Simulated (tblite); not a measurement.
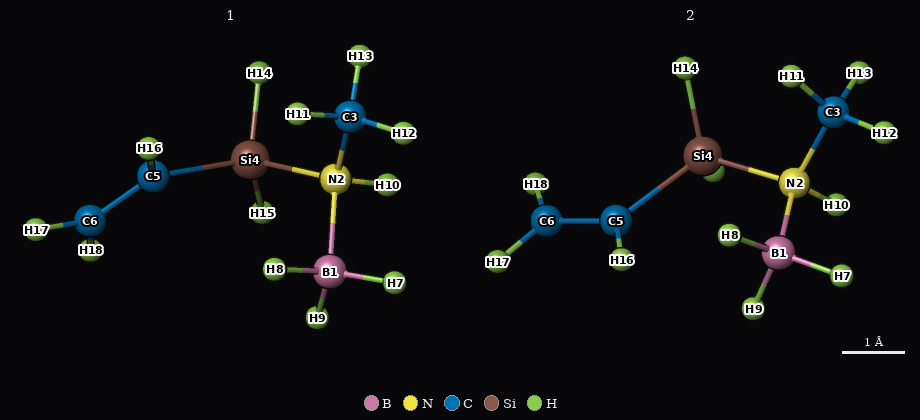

Two geometries of C₃H₁₂BNSi, drawn at one scale. One is the start of a relaxation, the other its converged end. The picture is a ball-and-stick view, seen at a tilt.

These are results of GFN2-xTB geometry optimisation, gas phase (tblite 0.8.0), not measurements. 

Which geometry has the lower energy?

Structure 1 is the relaxed one. Over 168 geometry steps the energy falls by 10.1 kcal/mol. The atom that moves furthest after the best rigid fit is H16 (1.84 Å). By element the largest moves are H 1.84 Å, C 0.73 Å, B 0.51 Å, Si 0.34 Å, N 0.10 Å. Near-neighbour distances that change, for instance: B1–N2 1.521 → 1.665 Å, N2–H10 1.048 → 1.014 Å, C6–H17 1.107 → 1.079 Å, Si4–C5 1.855 → 1.875 Å. Bond angles that change, for instance: C5–Si4–H15 106.9° → 115.8°, H7–B1–H9 106.1° → 112.7°, C5–C6–H17 116.0° → 122.4°. Groups turn about N2–Si4 by about 50°, Si4–C5 by about 40°.
